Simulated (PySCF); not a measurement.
**Geometry relaxation, with input and output: SiHF3 (charge +1) (part 2 of 2)**

The same run, continued: SiHF3, charge +1, multiplicity 2; HF/6-31G*, UHF (PySCF 2.14.0). The atoms were displaced at random from an optimised geometry. The geometry is that of the parent species in another charge or spin state.

Geometry of the input (Å):
```
F  -0.4703  -0.0705  1.4874
Si 0.0474  -0.0246  0.0204
F  -0.6379  1.2821  -0.6286
F  -0.5086  -1.2743  -0.7496
H  1.4993  0.0409  -0.0784
```

The program's output, continued:
```
Geometry optimization cycle 9
Cartesian coordinates (Angstrom)
 Atom        New coordinates             dX        dY        dZ
   F  -0.380288  -0.087910   1.544558   -0.003102  0.000017  0.000418
  Si  -0.342878  -0.023347   0.026122   -0.003302 -0.000340  0.000519
   F  -0.559756   1.311095  -0.669071   -0.001547  0.000034  0.000483
   F  -0.453515  -1.308785  -0.777854   -0.001673 -0.000226  0.000299
   H   1.666302   0.062624  -0.072549    0.009624  0.000515 -0.001718
converged SCF energy = -587.553922518529  <S^2> = 0.7506017  2S+1 = 2.0006016
--------------- SecondOrderUHF_Scanner gradients ---------------
         x                y                z
0 F     0.0000470885     0.0000020345     0.0000229223
1 Si     0.0001405957    -0.0000220291    -0.0000762292
2 F    -0.0000597244     0.0000125509    -0.0000212987
3 F    -0.0000610285     0.0000104737    -0.0000070955
4 H    -0.0000669313    -0.0000030300     0.0000817012
----------------------------------------------
cycle 9: E = -587.553922519  dE = -6.3523e-06  norm(grad) = 0.000219173
Step    8 : Displace = 4.949e-03/9.779e-03 (rms/max) Trust = 3.000e-01 (=) Grad = 9.802e-05/1.614e-04 (rms/max) E (change) = -587.5539225185 (-6.352e-06) Quality = 1.210
Hessian Eigenvalues: 1.28261e-02 5.00000e-02 5.00000e-02 ... 5.24727e-01 5.67195e-01 6.02434e-01

Geometry optimization cycle 10
Cartesian coordinates (Angstrom)
 Atom        New coordinates             dX        dY        dZ
   F  -0.381873  -0.087945   1.544905   -0.001585 -0.000035  0.000348
  Si  -0.344057  -0.023418   0.026542   -0.001179 -0.000071  0.000420
   F  -0.559639   1.311140  -0.668698    0.000117  0.000045  0.000373
   F  -0.453387  -1.308862  -0.777526    0.000128 -0.000077  0.000328
   H   1.668821   0.062763  -0.074017    0.002519  0.000138 -0.001468
converged SCF energy = -587.55392321371  <S^2> = 0.75059239  2S+1 = 2.0005923
--------------- SecondOrderUHF_Scanner gradients ---------------
         x                y                z
0 F     0.0000372546     0.0000067391     0.0000124577
1 Si     0.0000183576    -0.0000143475    -0.0000569709
2 F    -0.0000311337    -0.0000050663    -0.0000033857
3 F    -0.0000352745     0.0000113234    -0.0000041623
4 H     0.0000107961     0.0000013513     0.0000520612
----------------------------------------------
cycle 10: E = -587.553923214  dE = -6.95181e-07  norm(grad) = 0.000102966
Step    9 : Displace = 1.612e-03/2.893e-03 (rms/max) Trust = 3.000e-01 (=) Grad = 4.605e-05/6.155e-05 (rms/max) E (change) = -587.5539232137 (-6.952e-07) Quality = 1.275
Hessian Eigenvalues: 1.32761e-02 5.00000e-02 5.00000e-02 ... 5.24927e-01 5.67138e-01 6.02284e-01

Geometry optimization cycle 11
Cartesian coordinates (Angstrom)
 Atom        New coordinates             dX        dY        dZ
   F  -0.383014  -0.088002   1.545219   -0.001141 -0.000057  0.000313
  Si  -0.344379  -0.023419   0.026906   -0.000322 -0.000001  0.000364
   F  -0.559181   1.311226  -0.668398    0.000458  0.000086  0.000300
   F  -0.452855  -1.308906  -0.777206    0.000532 -0.000044  0.000320
   H   1.669294   0.062778  -0.075314    0.000474  0.000015 -0.001297
converged SCF energy = -587.55392343214  <S^2> = 0.7505902  2S+1 = 2.0005901
--------------- SecondOrderUHF_Scanner gradients ---------------
         x                y                z
0 F     0.0000257780     0.0000036838     0.0000069981
1 Si    -0.0000263380    -0.0000108538    -0.0000307331
2 F    -0.0000108820    -0.0000001877    -0.0000019678
3 F    -0.0000132078     0.0000055601    -0.0000014098
4 H     0.0000246498     0.0000017975     0.0000271125
----------------------------------------------
cycle 11: E = -587.553923432  dE = -2.1843e-07  norm(grad) = 6.44878e-05
```

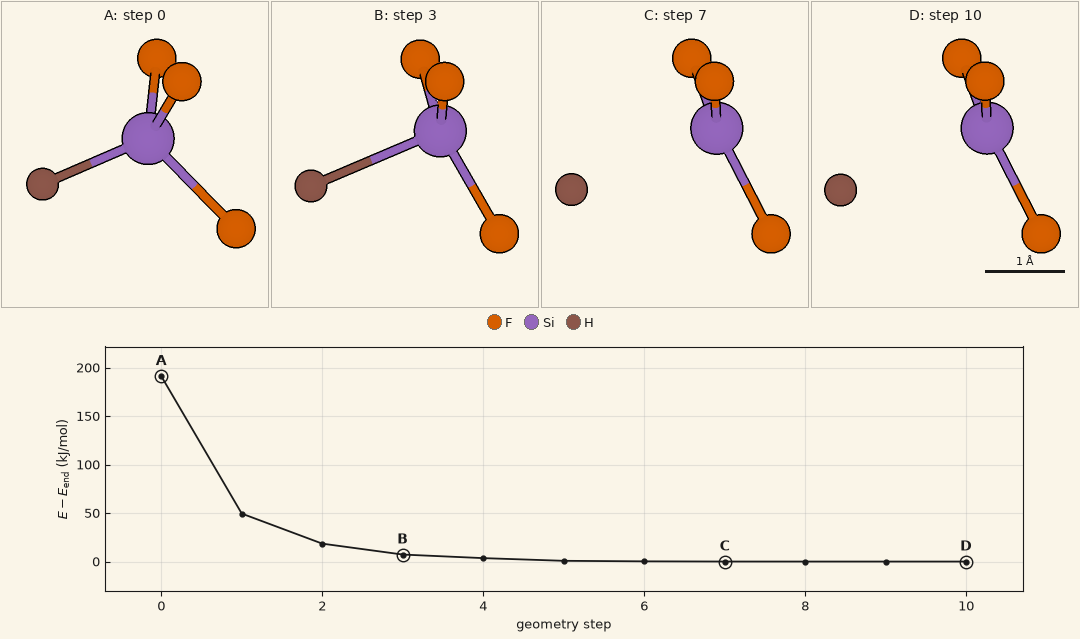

Figure 1. Frames of the relaxation (ball-and-stick view, seen at a tilt) above the curves, on which the letters mark them (steps are counted from 0).

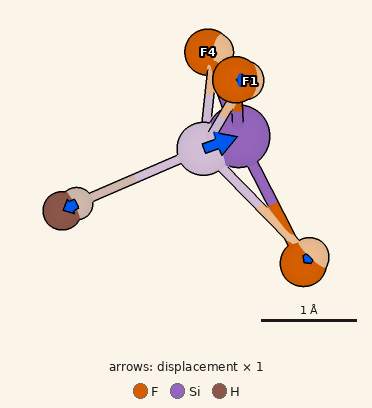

Figure 2. Start (faint) and end (solid) with the displacements as blue arrows, at true length (ball-and-stick view, seen at a tilt). The two geometries are laid on each other by the best rigid fit. The atom that moves furthest after the best rigid fit is Si2 (0.39 Å). Largest moves by element: Si 0.39 Å, H 0.17 Å, F 0.11 Å. Among the contacts that change: Si2–H5 1.457 → 2.018 Å, Si2–F3 1.612 → 1.520 Å, Si2–F4 1.570 → 1.520 Å, F1–Si2 1.556 → 1.520 Å. Bonds break: Si2–H5 (1.46 → 2.02 Å). Among the angles that change: F1–Si2–F3 105.2° → 119.4°, F3–Si2–F4 107.3° → 119.4°, F1–Si2–F4 108.7° → 119.4°. Over 10 geometry steps the energy falls by 191.2 kJ/mol. The largest force component goes from 11 to 0.0016 eV/Å. (Atoms are counted from 1 in the order of the input.)

```
Step   10 : Displace = 9.203e-04/1.337e-03 (rms/max) Trust = 3.000e-01 (=) Grad = 2.884e-05/4.190e-05 (rms/max) E (change) = -587.5539234321 (-2.184e-07) Quality = 1.407
Hessian Eigenvalues: 1.32761e-02 5.00000e-02 5.00000e-02 ... 5.24927e-01 5.67138e-01 6.02284e-01
Converged! =D

converged: True
F          -0.38301437       -0.08800163        1.54521878
Si         -0.34437875       -0.02341870        0.02690583
F          -0.55918083        1.31122636       -0.66839801
F          -0.45285521       -1.30890574       -0.77720637
H           1.66929416        0.06277771       -0.07531423

WARN: HOMO -0.299531000192294 >= LUMO -0.299531000192294

converged SCF energy = -587.55392343214  <S^2> = 0.75059022  2S+1 = 2.0005901
Final energy -587.5539234321399
frequencies (1/cm) [ 312.6  313.   355.3  364.7  365.   607.5  905.  1255.2 1255.2]
temperature 298.1500 [K]
pressure 101325.00 [Pa]
Rotational constants [GHz] 7.20969 7.20860 3.86151
Symmetry number 1
Zero-point energy (ZPE) 0.01306 [Eh]   34293.979 [J/mol]
                           tot       elec      trans        rot        vib
Entropy [J/mol/K]       302.145      5.763    164.312    104.122     27.949
Cv [J/mol/K]             65.964      0.000     12.472     12.472     41.021
Cp [J/mol/K]             74.279      0.000     20.786     12.472     41.021
Internal energy [J/mol]                      3718.434   3718.434  39782.025
Internal energy [Eh]   -587.53594  -587.55392
Enthalpy [J/mol]                             6197.391   3718.434  39782.025
Enthalpy [Eh]          -587.53499
Gibbs free energy [J/mol]                  -42792.186 -27325.404  31449.050
Gibbs free energy [Eh] -587.56931
```

Trajectory as extended XYZ (Å, eV, eV/Å), 11 frames, from step=0 to step=10:
```
5
Properties=species:S:1:pos:R:3:forces:R:3 step=0 energy=-15986.17492
F    -0.4703   -0.0705    1.4874    1.8273  -0.0723  -0.4632
Si    0.0474   -0.0246    0.0204  -10.9718   0.8241  -0.4034
F    -0.6379    1.2821   -0.6286    2.6572  -1.8730   0.7513
F    -0.5086   -1.2743   -0.7496    1.9855   0.8703   0.4533
H     1.4993    0.0409   -0.0784    4.5017   0.2509  -0.3381
5
Properties=species:S:1:pos:R:3:forces:R:3 step=1 energy=-15987.64386
F    -0.4164   -0.0797    1.5390    0.8631  -0.0264  -0.6291
Si   -0.1243   -0.0229    0.0270   -4.7368   0.4785  -0.2239
F    -0.5680    1.3080   -0.6551    1.1313  -1.2011   0.5565
F    -0.4529   -1.3032   -0.7725    0.8794   0.6590   0.4105
H     1.4914    0.0515   -0.0871    1.8629   0.0899  -0.1140
5
Properties=species:S:1:pos:R:3:forces:R:3 step=2 energy=-15987.96519
F    -0.3101   -0.0806    1.5457   -0.4337  -0.0515   0.2391
Si   -0.3379   -0.0220    0.0285    0.3313  -0.4807   0.3848
F    -0.4623    1.3104   -0.6638   -0.5604   0.8042  -0.4277
F    -0.3510   -1.3052   -0.7803   -0.4815  -0.3169  -0.1584
H     1.3911    0.0511   -0.0789    1.1443   0.0449  -0.0378
5
Properties=species:S:1:pos:R:3:forces:R:3 step=3 energy=-15988.08185
F    -0.3795   -0.0860    1.5390    0.1886  -0.0056   0.1465
Si   -0.2503   -0.0189    0.0253   -1.1040  -0.1424   0.1265
F    -0.5381    1.3047   -0.6610    0.1296   0.2602  -0.1492
F    -0.4292   -1.3016   -0.7714    0.1609  -0.1391  -0.1013
H     1.5269    0.0554   -0.0806    0.6250   0.0271  -0.0224
5
Properties=species:S:1:pos:R:3:forces:R:3 step=4 energy=-15988.12006
F    -0.3715   -0.0880    1.5425    0.0888   0.0087   0.0554
Si   -0.2782   -0.0199    0.0255   -0.6808   0.0371  -0.0218
F    -0.5388    1.3121   -0.6667    0.0937  -0.0444   0.0163
F    -0.4286   -1.3063   -0.7739    0.0768  -0.0222  -0.0334
H     1.5469    0.0558   -0.0762    0.4215   0.0207  -0.0164
5
Properties=species:S:1:pos:R:3:forces:R:3 step=5 energy=-15988.14880
F    -0.3644   -0.0880    1.5440   -0.0355   0.0069   0.0169
Si   -0.3215   -0.0212    0.0252   -0.0710  -0.0824   0.0387
F    -0.5420    1.3119   -0.6699   -0.0437   0.0764  -0.0343
F    -0.4342   -1.3078   -0.7779   -0.0330  -0.0099  -0.0095
H     1.5920    0.0588   -0.0703    0.1831   0.0090  -0.0117
5
Properties=species:S:1:pos:R:3:forces:R:3 step=6 energy=-15988.15450
F    -0.3697   -0.0882    1.5442   -0.0266   0.0061  -0.0013
Si   -0.3321   -0.0222    0.0253   -0.0227  -0.0099   0.0052
F    -0.5507    1.3122   -0.6705   -0.0184  -0.0030   0.0066
F    -0.4434   -1.3085   -0.7782   -0.0196   0.0020  -0.0009
H     1.6257    0.0604   -0.0695    0.0872   0.0048  -0.0096
5
Properties=species:S:1:pos:R:3:forces:R:3 step=7 energy=-15988.15655
F    -0.3772   -0.0879    1.5441   -0.0058   0.0013   0.0003
Si   -0.3396   -0.0230    0.0256   -0.0159  -0.0103   0.0100
F    -0.5582    1.3111   -0.6696   -0.0002   0.0099  -0.0031
F    -0.4518   -1.3086   -0.7782    0.0013  -0.0020  -0.0009
H     1.6567    0.0621   -0.0708    0.0206   0.0011  -0.0063
5
Properties=species:S:1:pos:R:3:forces:R:3 step=8 energy=-15988.15673
F    -0.3803   -0.0879    1.5446   -0.0024  -0.0001  -0.0012
Si   -0.3429   -0.0233    0.0261   -0.0072   0.0011   0.0039
F    -0.5598    1.3111   -0.6691    0.0031  -0.0006   0.0011
F    -0.4535   -1.3088   -0.7779    0.0031  -0.0005   0.0004
H     1.6663    0.0626   -0.0725    0.0034   0.0002  -0.0042
5
Properties=species:S:1:pos:R:3:forces:R:3 step=9 energy=-15988.15674
F    -0.3819   -0.0879    1.5449   -0.0019  -0.0003  -0.0006
Si   -0.3441   -0.0234    0.0265   -0.0009   0.0007   0.0029
F    -0.5596    1.3111   -0.6687    0.0016   0.0003   0.0002
F    -0.4534   -1.3089   -0.7775    0.0018  -0.0006   0.0002
H     1.6688    0.0628   -0.0740   -0.0006  -0.0001  -0.0027
5
Properties=species:S:1:pos:R:3:forces:R:3 step=10 energy=-15988.15675
F    -0.3830   -0.0880    1.5452   -0.0013  -0.0002  -0.0004
Si   -0.3444   -0.0234    0.0269    0.0014   0.0006   0.0016
F    -0.5592    1.3112   -0.6684    0.0006   0.0000   0.0001
F    -0.4529   -1.3089   -0.7772    0.0007  -0.0003   0.0001
H     1.6693    0.0628   -0.0753   -0.0013  -0.0001  -0.0014
```

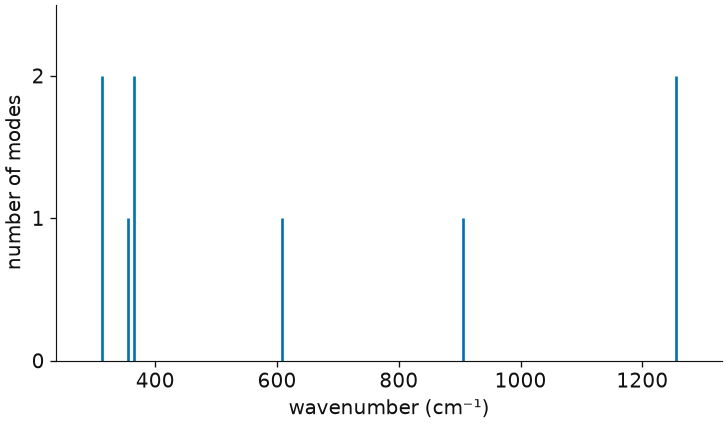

Figure 3. Harmonic vibrational wavenumbers from the force constants; neighbouring modes closer than 4 cm⁻¹ are counted in one stick. 9 modes from 313 to 1255 cm⁻¹, none imaginary.

Results in brief:

| quantity | value |
| --- | --- |
| outcome | converged |
| total energy | −587.553923 hartree |
| basis functions | 62 |
| ⟨S²⟩ | 0.751 |
| zero-point energy | 0.013062 hartree |
| wavenumbers, lowest and highest | 313 and 1255 cm⁻¹ |
| hardware | 1 thread of Arm Neoverse V1, 24 GiB of memory available, shared host |
| wall time | 57 s |
| peak memory | 0.16 GiB |

Remarks:

The record of the run, not the program, notes: dipole of an ion depends on the origin.
